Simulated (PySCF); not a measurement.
# BCl4⁻ from a short PySCF script

Wanted: energy and properties of BCl4⁻ from PySCF.

Program: PySCF 2.14.0. Level of theory: method and basis as typed in the script. These are calculated values, not measurements.

## (1) The starting structure

BCl4⁻: 5 atoms, charge -1, spin multiplicity 5.

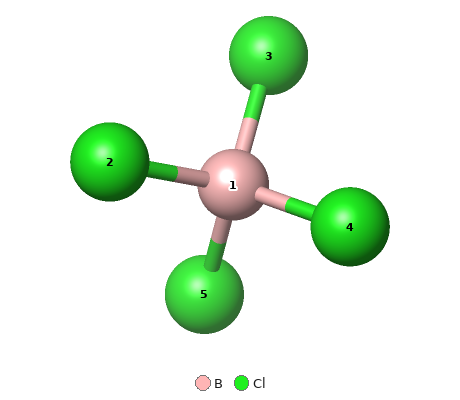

Start geometry, drawn with boron pink, chlorine green; atoms are numbered from 1 in the order of the file.

## (2) The script as written

input.py reads:

```python
from pyscf import gto, scf, mp

mol = gto.M(
    atom='B 0 0 0; Cl 1.5248 -0.0001 1.0782; Cl -1.5248 0 1.0782; Cl 0 1.5248 -1.0782; Cl 0 -1.5248 -1.0782',
    basis='x2c-svpall',
    charge=-1,
    spin=4,
    verbose=4,
)
mf = scf.UHF(mol)
mf = mf.sfx2c1e()
mf.kernel()
mp.MP2(mf, frozen=21).kernel()
mf.dip_moment()
print('orbital energies (hartree):', [e[max(0, n-3):n+3].round(4) for e, n in zip(mf.mo_energy, mol.nelec)])
```

Command:

```bash
$ OMP_NUM_THREADS=1 python input.py
```

Output:

```text
PySCF version 2.14.0

[INPUT] verbose = 4
[INPUT] num. atoms = 5
[INPUT] num. electrons = 74
[INPUT] charge = -1
[INPUT] spin (= nelec alpha-beta = 2S) = 4
[INPUT] symmetry False subgroup None
[INPUT] Mole.unit = angstrom
[INPUT] Symbol           X                Y                Z      unit          X                Y                Z       unit  Magmom
[INPUT]  1 B      0.000000000000   0.000000000000   0.000000000000 AA    0.000000000000   0.000000000000   0.000000000000 Bohr   0.0
[INPUT]  2 Cl     1.524800000000  -0.000100000000   1.078200000000 AA    2.881454394737  -0.000188972612   2.037502707506 Bohr   0.0
[INPUT]  3 Cl    -1.524800000000   0.000000000000   1.078200000000 AA   -2.881454394737   0.000000000000   2.037502707506 Bohr   0.0
[INPUT]  4 Cl     0.000000000000   1.524800000000  -1.078200000000 AA    0.000000000000   2.881454394737  -2.037502707506 Bohr   0.0
[INPUT]  5 Cl     0.000000000000  -1.524800000000  -1.078200000000 AA    0.000000000000  -2.881454394737  -2.037502707506 Bohr   0.0

nuclear repulsion = 397.232582454421
number of shells = 15
number of NR pGTOs = 168
number of NR cGTOs = 86
basis = x2c-svpall
ecp = {}

******** <class 'pyscf.x2c.sfx2c1e.sfX2C1eUHF'> ********
method = sfX2C1eUHF
initial guess = minao
damping factor = 0
level_shift factor = 0
DIIS = <class 'pyscf.scf.diis.CDIIS'>
diis_start_cycle = 1
diis_space = 8
diis_damp = 0
SCF conv_tol = 1e-09
SCF conv_tol_grad = None
SCF max_cycles = 50
direct_scf = True
direct_scf_tol = 1e-13
number electrons alpha = 39  beta = 35

******** <class 'pyscf.x2c.sfx2c1e.SpinFreeX2CHelper'> ********
approx = 1e
xuncontract = 1
Set gradient conv threshold to 3.16228e-05
init E= -1868.20592542166

[... the frontier-level lines of each cycle are left out ...]

cycle= 1 E= -1867.05046317855  delta_E= 1.16  |g|= 0.222  |ddm|= 5.21

cycle= 2 E= -1867.10287830943  delta_E= -0.0524  |g|= 0.148  |ddm|= 0.893

cycle= 3 E= -1867.12016058077  delta_E= -0.0173  |g|= 0.06  |ddm|= 0.492

cycle= 4 E= -1867.13342336604  delta_E= -0.0133  |g|= 0.0456  |ddm|= 0.595

cycle= 5 E= -1867.1399296174  delta_E= -0.00651  |g|= 0.0326  |ddm|= 0.362

[... 80 lines of further cycles left out ...]
cycle= 46 E= -1867.15344975841  delta_E= -3.18e-05  |g|= 0.0039  |ddm|= 0.0622

cycle= 47 E= -1867.15347924096  delta_E= -2.95e-05  |g|= 0.00388  |ddm|= 0.0199

cycle= 48 E= -1867.15342807896  delta_E= 5.12e-05  |g|= 0.00387  |ddm|= 0.0346

cycle= 49 E= -1867.1534549012  delta_E= -2.68e-05  |g|= 0.00385  |ddm|= 0.0406

cycle= 50 E= -1867.15344010338  delta_E= 1.48e-05  |g|= 0.00385  |ddm|= 0.0139
SCF not converged.
SCF energy = -1867.15344010338 after 50 cycles  <S^2> = 6.0318167  2S+1 = 5.0127105

******** <class 'pyscf.mp.ump2.UMP2'> ********
nocc = (np.int64(18), np.int64(14)), nmo = (65, 65)
frozen orbitals 21
Init E(MP2) = -0.618635871232859
cycle = 1  E_corr(MP2) = -0.618638113562557  dE = -2.2423297e-06  norm(t2) = 0.000174678
cycle = 2  E_corr(MP2) = -0.6186381409294  dE = -2.73668437e-08  norm(t2) = 1.85611e-07
E(UMP2) = -1867.77207824431  E_corr = -0.6186381409294
E(SCS-UMP2) = -1867.74338935603  E_corr = -0.589949252654013
E_corr(same-spin) = -0.175865211301462
E_corr(oppo-spin) = -0.442772929627938
Dipole moment(X, Y, Z, Debye):  2.42078,  2.56945,  1.34379
orbital energies (hartree): [array([-0.2032,  0.1054,  0.1795,  0.4563,  0.4678,  0.4918]), array([-0.1877, -0.1797, -0.1636,  0.09  ,  0.1286,  0.4943])]
```

It took 8.2 s on 1 thread of Arm Neoverse N1, shared host; peak memory 0.27 GiB.

## (3) Reading the log

The run ended without converging, so the numbers of the unconverged step are no properties of the system. The SCF used up its 50 cycles. The edit to the spin (2S) (4) is a valid input, but it leads to a state that the default solver doesn't settle. Over the last ten cycles the energy still swings by 2e-04 hartree.

## (4) The mended script

Changes to input.py since step 2:

```diff
@@ -6,3 +6,3 @@
     charge=-1,
-    spin=4,
+    spin=0,
     verbose=4,
```

Command:

```bash
$ OMP_NUM_THREADS=1 python input.py
```

Its last lines:

```text
[... earlier lines left out ...]
nocc = (np.int64(16), np.int64(16)), nmo = (65, 65)
frozen orbitals 21
E(UMP2) = -1868.52317467837  E_corr = -0.627628461917487
E(SCS-UMP2) = -1868.49868428516  E_corr = -0.603138068705528
E_corr(same-spin) = -0.173095483379373
E_corr(oppo-spin) = -0.454532978538114
Dipole moment(X, Y, Z, Debye): -0.00000,  0.00020, -0.00000
orbital energies (hartree): [array([-0.2392, -0.2392, -0.2392,  0.4541,  0.4592,  0.4592]), array([-0.2392, -0.2392, -0.2392,  0.4541,  0.4592,  0.4592])]
```

Run time: 4.4 s. Hardware: 1 thread of Arm Neoverse N1, shared host; peak memory 0.21 GiB.

## (5) Summary of results

```
  quantity                                                               value
 first try                                  not converged: SCF after 50 cycles
      edit                                                    spin (2S): 4 → 0
second try  E(SCF) = -1867.895546 Eh, 10 cycles, E(MP2) − E(SCF) = -0.62763 Eh
```

**Reading.** With that edit the run ends normally. It answers a changed question, though, since the edit touches what is computed and not only the solver. The dipole of an ion depends on the origin.
